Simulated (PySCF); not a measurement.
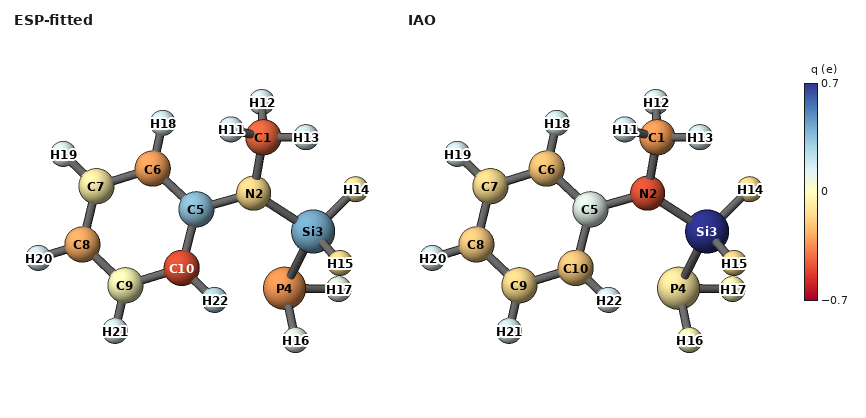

Atomic charges of one calculation by 2 schemes, on one colour scale. The computed structure is the end point of a GFN2-xTB optimisation. No frequency run is at hand to confirm it as a minimum. Method: PBE0/pcSseg-1 (PySCF 2.14.0).

### On which atom do the schemes disagree most?

On N2 (from −0.47 to −0.14 e).

List the charges (e), one line for each set of equivalent atoms.

```
atom  ESP-fitted    IAO
  C1       −0.42  −0.30
  N2       −0.14  −0.47
 Si3        0.40   0.70
  P4       −0.31  −0.09
  C5        0.34   0.11
  C6       −0.29  −0.20
  C7       −0.05  −0.14
  C8       −0.27  −0.18
  C9       −0.01  −0.14
 C10       −0.47  −0.19
 H11        0.15   0.15
 H12        0.14   0.13
 H13        0.16   0.15
 H14       −0.08  −0.13
 H15       −0.13  −0.14
 H16        0.10   0.00
 H17        0.10  −0.01
 H18        0.15   0.15
 H19        0.13   0.15
 H20        0.15   0.15
 H21        0.14   0.15
 H22        0.23   0.14
```

The geometry is semi-empirical. Around P, Si such bond lengths and angles can be off by a tenth of an ångström or more and by several degrees, and values that hang on the shape move with them.
